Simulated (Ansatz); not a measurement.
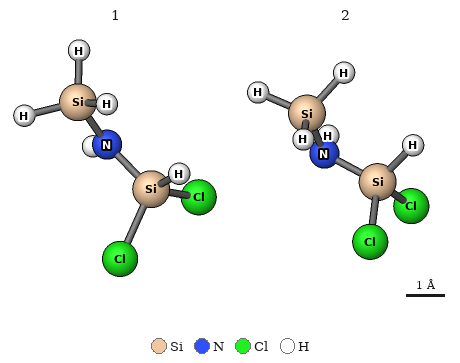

Two geometries of Si₂NH₅Cl₂ (coarse preliminary run), drawn at one scale. One is the start of a relaxation, the other its converged end. Style: ball-and-stick. Shown from a free direction.

All numbers below come from Ansatz, RKS PBE-D4/def2-SVP. Set-up: force threshold 0.03 eV/Å; at most 200 steps.

### Which geometry has the lower energy?

Structure 1 is the relaxed one. The start comes from a force field. After 26 accepted moves (29 points after the start) the energy has fallen by 66.3 kJ/mol. The largest force component goes from 2 to 0.024 eV/Å. The line search rejected the trial steps at points 7, 21, 24 of the run. The forces were under the threshold at step 22, but the run went on from there. The largest move after the best rigid fit is that of an H atom, 1.31 Å. Largest moves by element: H 1.31 Å, Cl 1.06 Å, N 0.42 Å, Si 0.31 Å. Among the contacts that change: Si–Si 2.771 → 3.135 Å, Cl–Si 2.013 → 2.081 Å, N–Si 1.701 → 1.765 Å, N–Si 1.667 → 1.727 Å. Bond angles that change, for instance: Si–N–Si 110.7° → 127.7°, N–Si–H 106.4° → 112.5°, Si–N–H 110.4° → 116.4°. The run took 37 s on 4 threads of Intel Xeon Platinum 8175M @ 2.50GHz, with other jobs on the host.
